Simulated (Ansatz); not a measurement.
# Relaxation of LiZn

Wanted: the geometry at rest of LiZn (a database structure at a slightly changed volume), relaxing cell and atoms, and its electronic structure there.

All numbers below are computed with Ansatz 0.2.0 (DFT, r2SCAN, no spin polarisation, plane waves, PAW).

## (1) The structure

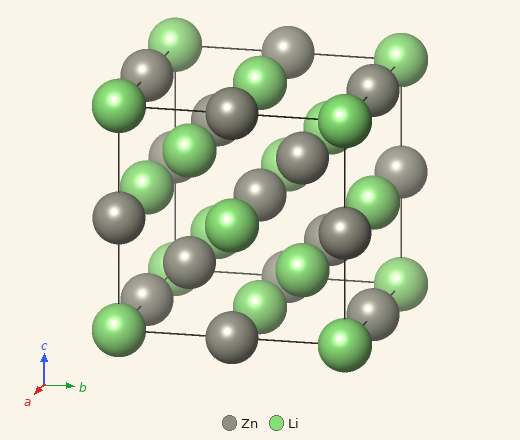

Viewed slightly off an axis; zinc grey, lithium green. The cell drawn here is the conventional one.

Symmetry: Fd-3m, No. 227, cubic system. The conventional cell has a = 6.292 Å, b = 6.292 Å, c = 6.292 Å, α = 90.00°, β = 90.00°, γ = 90.00°. Zn (site symmetry -43m) has 4 Zn at 2.72 Å and 4 Li at 2.72 Å as nearest neighbours. Around Li (site symmetry -43m) lie 4 Zn at 2.72 Å and 4 Li at 2.72 Å.

Structure file:

```
Zn Li
1.0
     0.00000    3.14604    3.14604
     3.14604    0.00000    3.14604
     3.14604    3.14604    0.00000
Zn Li
2 2
Direct
  0.50000 0.50000 0.50000
  0.75000 0.75000 0.75000
  0.00000 0.00000 0.00000
  0.25000 0.25000 0.25000
```

The first density is read from a saved solution for the starting cell.

## (2) Relaxing

Contents of input.yaml:

```yaml
crystal:
  lattice:
    - [0.0, 3.14603506, 3.14603506]
    - [3.14603506, 0.0, 3.14603506]
    - [3.14603506, 3.14603506, 0.0]
  atoms:
    - { symbol: Zn, position: [0.5, 0.5, 0.5] }
    - { symbol: Zn, position: [0.75, 0.75, 0.75] }
    - { symbol: Li, position: [0.0, 0.0, 0.0] }
    - { symbol: Li, position: [0.25, 0.25, 0.25] }
  symmetry: { tolerance: 0.0003 }
kpoints:
  mp_grid: { grid: [9, 9, 9], shift: [0, 0, 0] }
magnetization:
  spin_polarized: false
scf:
  occupations: { method: cold, width: 0.1737 }
  lower_state_search: "off"
hamiltonian:
  pseudopotentials: { kind: paw }
  xc: r2scan
basis:
  ecutwfc: 500
  fft_grid_basis: typed
relax:
  max_steps: 80
  cell: { p_target: 0.0 }
  f_tol: 0.03
output:
  forces: true
  stress: true
  eigenvalues: true
  bader: true
  populations: true
  elf: true
  write_potential: true
  volumetric_format: npy
  dos:
    e_range: [-12, 8]
    de: 0.05
    projected: { site_lists: { Li: [Li], Zn: [Zn] } }
checkpoint:
  read: saved_state
```

Run with:

```
$ ansatz run input.yaml --threads 2 --pin off --max-ram 2560MiB --backend cpu --events-out ev --progress --plain --runs-dir out
```

What it wrote:

```text
Warning: RAYON_NUM_THREADS=2 ignored (pool sized by the plan → 2); use --threads N
Engine: ansatz 0.2.0, aarch64-unknown-linux-gnu
Pseudopotentials: kind: paw
Pseudopotential: Zn, paw, valence charge 12, recommended cutoff 500 eV (meta_gga), Zn.paw.azcp
Pseudopotential: Li, paw, valence charge 3, recommended cutoff 500 eV (meta_gga), Li.paw.azcp
Functional definition: r2SCAN
  parameter k0 = 0.174
  parameter k1 = 0.065
  parameter a1 = 4.9479
  exchange = r2scan_x(k0 = k0, k1 = k1, a1 = a1)
  correlation = r2scan_c
scf.n_extra_bands: the run solves 23 bands and not the automatic 19, as the state that it takes up was solved on those
Crystal: 4 atoms, lattice volume = 62.276 Å³
Basis set: ecut = 500 eV, 1591 PW (Γ), exchange–correlation on 144×144×144 points (64 copies of the dense FFT grid, shifted against one another)
Bands: 23, of which v1, the nominal top of the filled ones, is band 15 counted from 1 (14 counted from 0)
Symmetry: 48 space group operations
Space group: Fd-3m (ITA 227), of the structure as read, at distance tolerance 1.2e-3 Å
k-points: 35 of 729
Non-local potential: Zn, projectors of the file, l = 0: 2, l = 1: 2, l = 2: 3, l = 3: 1
Non-local potential: Li, projectors of the file, l = 0: 3, l = 1: 2, l = 2: 1
PAW form: soft (Blöchl's): semilocal exchange-correlation on the pseudo side does not see the compensation charge
PAW frozen core: Zn, regenerated for the run's functional (the file was generated under x = pbe(κ = 0.804, μ = 0.2195149727645171), c = pbe(β = 0.06672455060314922))
PAW one-centre angular grid: Zn, 590 points (default); XC on 261 of its mesh's 2673 points in the sphere
PAW one-centre angular grid: Li, 302 points (default); XC on 327 of its mesh's 2665 points in the sphere
Initial density: read from a saved state, or passed on in memory by an earlier SCF of this step, an earlier step, the calling program or the single point that the run made first
Initial wavefunctions: pseudopotential atomic-orbital guess
Functional: x = r2scan, c = r2scan; τ floored in thin density (d = 2e-4 eV/Å³)
iter 1 solved again at ethr=6.10e-7 eV; its pass at ethr=3.10e-3 eV (dr2=1.83e-4 eV) is discarded
SCF iter   1: F=—  HF=-7062.388722 eV  |F-HF|=—  |Δ(HF+E_count)|=         —  Δρ=8.72e-4  dr2=3.62e-4  dr2_τ=1.75e-4  ethr=6.10e-7  ⟨swp⟩=2.2  Hψ=5235  notcnv=0
eigensolver tolerance schedule calibrated: the retry pair's looser diagonalisation under-reported the residual by θ = 0.49 (0.13/decade); ethr = c·dr2/N_el runs at the constant in force after the calibration composes with the one it found (an armed cap, an earlier calibration), c = 5.6e-2
preconditioner: auto → Kerker (q_TF=auto, 2.416 Å⁻¹)  [metal: Δε(μ)=0.090 eV  Ē_g=12.728 eV  σ=0.174 eV  W_gap=0.38  n_scr=14 (ndim 8)  ℏωp=24.0 eV  f_vac=0.000  D(μ)=1.02/eV (n_scr^D=0)]
SCF iter   2: F=—  HF=-7062.389494 eV  |F-HF|=—  |Δ(HF+E_count)|=   7.72e-4  S|Δr|=    0.00e0  Δρ=5.19e-4  dr2=1.09e-4  dr2_τ=3.25e-6  ethr=6.10e-7  ⟨swp⟩=2.0  Hψ=1324  notcnv=0
SCF iter   3: F=—  HF=-7062.389586 eV  |F-HF|=—  |Δ(HF+E_count)|=   9.17e-5  S|Δr|=    0.00e0  Δρ=2.66e-4  dr2=6.41e-5  dr2_τ=6.73e-7  ethr=2.05e-7  ⟨swp⟩=2.0  Hψ=1253  notcnv=0
SCF iter   4: F=—  HF=-7062.389606 eV  |F-HF|=—  |Δ(HF+E_count)|=   2.01e-5  S|Δr|=    0.00e0  Δρ=9.92e-5  dr2=4.07e-6  dr2_τ=9.54e-8  ethr=1.20e-7  ⟨swp⟩=2.0  Hψ=1254  notcnv=0
SCF iter   5: F=—  HF=-7062.389610 eV  |F-HF|=—  |Δ(HF+E_count)|=   3.98e-6  S|Δr|=    0.00e0  Δρ=1.92e-5  dr2=3.82e-7  dr2_τ=7.13e-9  ethr=7.63e-9  ⟨swp⟩=2.8  Hψ=1343  notcnv=0
SCF iter   6: F=-7062.389611 eV  HF=-7062.389610 eV  |F-HF|=4.83e-8  |Δ(HF+E_count)|=   4.35e-7  S|Δr|=    0.00e0  Δρ=1.19e-5  dr2=4.99e-8  dr2_τ=6.97e-10  ethr=1.87e-10  ⟨swp⟩=8.9  Hψ=5182  notcnv=0
SCF 1 converged in 6 iterations: F = -7062.389611 eV  dr2 = 4.99e-8
relax step   1: F+E_penalty+E_count = -7062.38961053 eV  Δ(F+E_penalty+E_count) = +0.000e0 eV  max|allowed force component| = 3.352e-17 eV/Å  Δτ_max = 0.0000 Å  P = -3.683 GPa  Ω = 62.276 Å³  (6 SCF iters, dr2 threshold 1.00e-7 eV, accepted)
Crystal: 4 atoms, lattice volume = 57.281 Å³
Basis set: ecut = 500 eV, 1459 PW (Γ), exchange–correlation on 144×144×144 points (64 copies of the dense FFT grid, shifted against one another)
Initial density: handed on by an earlier stage of this run
Initial wavefunctions: those handed on with the density
iter 1 solved again at ethr=8.15e-5 eV; its pass at ethr=3.10e-3 eV (dr2=2.45e-2 eV) is discarded
SCF iter   1: F=—  HF=-7062.396357 eV  |F-HF|=—  |Δ(HF+E_count)|=         —  Δρ=7.54e-3  dr2=2.51e-2  dr2_τ=2.02e-2  ethr=8.15e-5  ⟨swp⟩=1.1  Hψ=4383  notcnv=0
preconditioner: auto → Kerker (q_TF=auto, 2.449 Å⁻¹)  [metal: Δε(μ)=0.031 eV  Ē_g=13.119 eV  σ=0.174 eV  W_gap=0.12  n_scr=14 (ndim 8)  ℏωp=25.0 eV  f_vac=0.000  D(μ)=0.97/eV (n_scr^D=0)]
SCF iter   2: F=—  HF=-7062.462475 eV  |F-HF|=—  |Δ(HF+E_count)|=   6.61e-2  S|Δr|=    0.00e0  Δρ=1.76e-3  dr2=2.91e-3  dr2_τ=5.48e-5  ethr=8.15e-5  ⟨swp⟩=2.0  Hψ=1541  notcnv=0
SCF iter   3: F=—  HF=-7062.460936 eV  |F-HF|=—  |Δ(HF+E_count)|=   1.54e-3  S|Δr|=    0.00e0  Δρ=1.67e-3  dr2=2.90e-3  dr2_τ=4.33e-6  ethr=9.69e-6  ⟨swp⟩=2.0  Hψ=1443  notcnv=0
SCF iter   4: F=—  HF=-7062.460006 eV  |F-HF|=—  |Δ(HF+E_count)|=   9.30e-4  S|Δr|=    0.00e0  Δρ=7.02e-4  dr2=2.36e-4  dr2_τ=2.59e-6  ethr=9.68e-6  ⟨swp⟩=2.4  Hψ=1140  notcnv=0
SCF iter   5: F=—  HF=-7062.460080 eV  |F-HF|=—  |Δ(HF+E_count)|=   7.41e-5  S|Δr|=    0.00e0  Δρ=2.59e-4  dr2=5.80e-5  dr2_τ=8.54e-7  ethr=7.85e-7  ⟨swp⟩=2.7  Hψ=1260  notcnv=0
SCF iter   6: F=—  HF=-7062.460080 eV  |F-HF|=—  |Δ(HF+E_count)|=   4.75e-7  S|Δr|=    0.00e0  Δρ=6.09e-5  dr2=9.60e-7  dr2_τ=1.63e-8  ethr=1.93e-7  ⟨swp⟩=2.9  Hψ=1167  notcnv=0
SCF iter   7: F=—  HF=-7062.460081 eV  |F-HF|=—  |Δ(HF+E_count)|=   1.44e-6  S|Δr|=    0.00e0  Δρ=4.39e-5  dr2=5.24e-7  dr2_τ=1.52e-8  ethr=1.33e-9  ⟨swp⟩=11.5  Hψ=6167  notcnv=0
SCF iter   8: F=-7062.460082 eV  HF=-7062.460082 eV  |F-HF|=8.78e-8  |Δ(HF+E_count)|=   5.48e-7  S|Δr|=    0.00e0  Δρ=1.52e-5  dr2=9.27e-8  dr2_τ=2.42e-9  ethr=1.33e-9  ⟨swp⟩=8.9  Hψ=5189  notcnv=0
SCF 2 converged in 8 iterations: F = -7062.460082 eV  dr2 = 9.27e-8
relax step   2: F+E_penalty+E_count = -7062.46008180 eV  Δ(F+E_penalty+E_count) = -7.047e-2 eV  max|allowed force component| = 1.550e-16 eV/Å  Δτ_max = 0.0000 Å  P = -0.546 GPa  Ω = 57.281 Å³  energy of the carried Pulay correction = +7.174e-4 eV  (8 SCF iters, dr2 threshold 4.00e-7 eV, accepted)
Crystal: 4 atoms, lattice volume = 56.492 Å³
iter 1 solved again at ethr=2.54e-6 eV; its pass at ethr=3.10e-3 eV (dr2=7.62e-4 eV) is discarded
SCF iter   1: F=—  HF=-7062.459204 eV  |F-HF|=—  |Δ(HF+E_count)|=         —  Δρ=1.40e-3  dr2=8.20e-4  dr2_τ=5.89e-4  ethr=2.54e-6  ⟨swp⟩=2.0  Hψ=4111  notcnv=0
preconditioner: auto → Kerker (q_TF=auto, 2.455 Å⁻¹)  [metal: Δε(μ)=0.032 eV  Ē_g=13.331 eV  σ=0.174 eV  W_gap=0.13  n_scr=14 (ndim 8)  ℏωp=25.2 eV  f_vac=0.000  D(μ)=0.97/eV (n_scr^D=0)]
SCF iter   2: F=—  HF=-7062.461400 eV  |F-HF|=—  |Δ(HF+E_count)|=   2.20e-3  S|Δr|=    0.00e0  Δρ=2.99e-4  dr2=7.96e-5  dr2_τ=1.90e-6  ethr=2.54e-6  ⟨swp⟩=2.0  Hψ=1252  notcnv=0
SCF iter   3: F=—  HF=-7062.461349 eV  |F-HF|=—  |Δ(HF+E_count)|=   5.10e-5  S|Δr|=    0.00e0  Δρ=2.97e-4  dr2=8.61e-5  dr2_τ=1.24e-7  ethr=2.65e-7  ⟨swp⟩=2.0  Hψ=1169  notcnv=0
SCF iter   4: F=—  HF=-7062.461321 eV  |F-HF|=—  |Δ(HF+E_count)|=   2.78e-5  S|Δr|=    0.00e0  Δρ=1.18e-4  dr2=7.39e-6  dr2_τ=7.33e-8  ethr=2.65e-7  ⟨swp⟩=2.4  Hψ=1255  notcnv=0
SCF iter   5: F=—  HF=-7062.461323 eV  |F-HF|=—  |Δ(HF+E_count)|=   2.20e-6  S|Δr|=    0.00e0  Δρ=4.79e-5  dr2=1.57e-6  dr2_τ=2.13e-8  ethr=2.46e-8  ⟨swp⟩=2.3  Hψ=1208  notcnv=0
SCF iter   6: F=-7062.461323 eV  HF=-7062.461323 eV  |F-HF|=6.22e-8  |Δ(HF+E_count)|=   5.07e-8  S|Δr|=    0.00e0  Δρ=1.35e-5  dr2=4.72e-8  dr2_τ=4.46e-10  ethr=1.33e-9  ⟨swp⟩=9.1  Hψ=5533  notcnv=0
SCF 3 converged in 6 iterations: F = -7062.461323 eV  dr2 = 4.72e-8
  Residual-converged pass: ⟨swp⟩=1.0  Hψ=946  notcnv=0  max |occ|·‖R‖ = 7.0e-9 eV (tolerance 1.0e-8 eV)  dr2=4.72e-8  dr2_τ=4.46e-10  dr2_onsite=1.03e-7  max |Δocc| = 3.4e-11
relax step   3: F+E_penalty+E_count = -7062.46132349 eV  Δ(F+E_penalty+E_count) = -1.242e-3 eV  max|allowed force component| = 1.723e-16 eV/Å  Δτ_max = 0.0000 Å  P = +0.099 GPa  Ω = 56.492 Å³  energy of the carried Pulay correction = +8.362e-4 eV  (6 SCF iters, dr2 threshold 4.00e-7 eV, accepted)
Crystal: 4 atoms, lattice volume = 56.611 Å³
```

[end of part 1 of 2]
